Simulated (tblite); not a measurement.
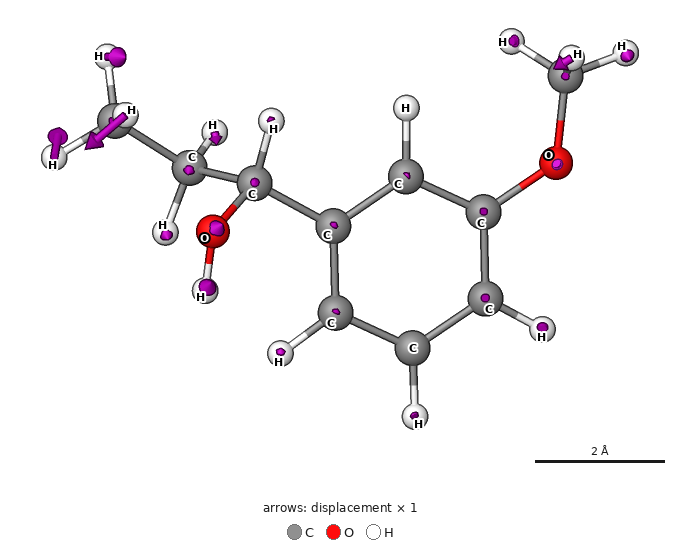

This is a relaxation of C10H14O2. The starting structure is drawn; purple arrows show the displacements, at their true length. The two geometries are superimposed by the best rigid fit.

The picture is a ball-and-stick view, seen face on.

Level of theory: GFN2-xTB geometry optimisation, gas phase in tblite 0.8.0. 

Which element moves most?

Hydrogen: up to 0.88 Å, against 0.34 Å for oxygen.

Describe the change and its energy.

The atom that moves furthest after the best rigid fit is an H atom (0.88 Å). Largest moves by element: H 0.88 Å, O 0.34 Å, C 0.16 Å. Near-neighbour distances that change, for instance: C–C 1.475 → 1.515 Å, C–O 1.383 → 1.411 Å, C–H 1.120 → 1.093 Å, C–H 1.075 → 1.092 Å. Among the angles between lasting bonds that change: C–O–C 128.0° → 118.8°, C–C–H 114.2° → 108.7°, C–C–C 106.2° → 111.6°. Groups turn about C–C by about 45°. Over 84 geometry steps the energy falls by 55.1 kJ/mol.
